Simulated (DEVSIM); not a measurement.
Device: Ni/AlN/p-Ge capacitor, at 300 K.

```tsv
layer (left to right)	material	thickness (nm)	Na (cm⁻³)
1	AlN	2.90	-
2	Ge	4200	1e16
```

Metal gate on the left, work function 5.1 eV. Fixed charge at the semiconductor interface -5.1e11 cm⁻² (in units of +e); no interface traps.

This is a model device: material constants are rounded textbook-type values typed into the input, and sizes, dopings and lifetimes were drawn at random. Values at 300 K.

```tsv
parameter	AlN	Ge
gap (eV)	6.1	0.664
affinity (eV)	1.9	4
permittivity	8.5	16
Nc (cm⁻³)	-	1.04e19
Nv (cm⁻³)	-	6e18
```

DEVSIM, 1D Poisson equation in equilibrium, Boltzmann statistics, complete ionisation; no quantum confinement or tunnelling. Metal contacts follow the ideal Schottky-Mott rule: no Fermi-level pinning, no interface dipoles.

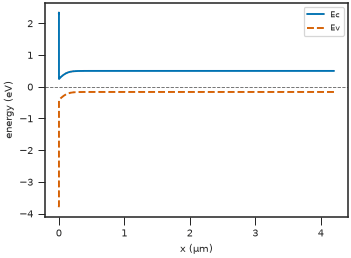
*Band edges at 0.9 V on the gate*

Energies count from the Fermi level of the right contact; mesh points crowd at the junctions.

```tsv
x (μm)	Ec (eV)	Ev (eV)	n (cm⁻³)	p (cm⁻³)	field (V/cm)
0.000	2.300	-3.800	< 1e2	< 1e2	150000
0.0009372	2.314	-3.786	< 1e2	< 1e2	150000
0.001966	2.330	-3.770	< 1e2	< 1e2	150000
0.002940	0.244	-0.420	8.3e14	5.3e11	23000
0.004947	0.248	-0.416	7.0e14	6.3e11	23000
0.008498	0.256	-0.408	5.1e14	8.5e11	22000
0.01598	0.273	-0.391	2.7e14	1.6e12	21000
0.04110	0.323	-0.341	4.0e13	1.1e13	18000
0.08468	0.392	-0.272	2.7e12	1.6e14	14000
0.1765	0.473	-0.191	1.2e11	3.7e15	4600
0.3828	0.498	-0.166	4.4e10	9.8e15	86
1.020	0.499	-0.165	4.4e10	1.0e16	≈ 0
2.103	0.499	-0.165	4.4e10	1.0e16	≈ 0
3.207	0.499	-0.165	4.4e10	1.0e16	≈ 0
3.843	0.499	-0.165	4.4e10	1.0e16	≈ 0
4.033	0.499	-0.165	4.4e10	1.0e16	≈ 0
4.123	0.499	-0.165	4.4e10	1.0e16	≈ 0
4.167	0.499	-0.165	4.4e10	1.0e16	≈ 0
4.190	0.499	-0.165	4.4e10	1.0e16	≈ 0
4.197	0.499	-0.165	4.4e10	1.0e16	≈ 0
4.201	0.499	-0.165	4.4e10	1.0e16	≈ 0
4.203	0.499	-0.165	4.4e10	1.0e16	≈ 0
```
